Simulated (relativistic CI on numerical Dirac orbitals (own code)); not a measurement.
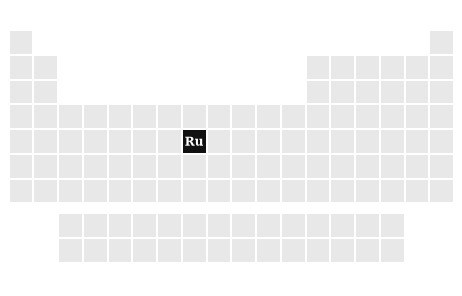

*The place of ruthenium in the periodic table.*

**Relativistic CI calculation, with input and output: Ru³⁺**

Ru³⁺. Level asked for: Dirac-Coulomb-Breit CI, KLI orbitals optimised for each configuration, model QED (radiative potential, 1s self-energy scaled to tabulated hydrogen-like ionisation energies), numerical settings as typed (relativistic CI on numerical Dirac orbitals, in-house).

### Input
```
atom Ru  Z=44  charge=3  electrons=41
nucleus A=102  rms_radius_fm=4.4809
hamiltonian dirac-coulomb  breit=on  qed=on  c_scale=0.2
orbitals kli  potential=per-configuration
slater_scale 1
correlation none
mixing on
grid step=0.0125 r_max=50.3
scf mixing=0.4 start=green max_iterations=65 tolerance=2e-08 node_fill=0.05
configurations
  [Kr] 4d5
  [Kr] 4d4 5s
end
```

The run was one of a batch that the task file lists, launched with:
```bash
python <driver script> task.json out
```

The program writes its results to a structured record and prints no log; tables and figures of this report are taken from that record.

### Outcome

| quantity | value |
| --- | --- |
| outcome | not converged |
| hardware | 1 CPU thread, shared host |

### Diagnosis

This input holds a deliberate fault: speed of light. The run did not meet its convergence test, so its last values are not results. To bear in mind: SCF of 1s2 2s2 2p6 3s2 3p6 3d10 4s2 4p6 4d5 stopped: an orbital could not be found.
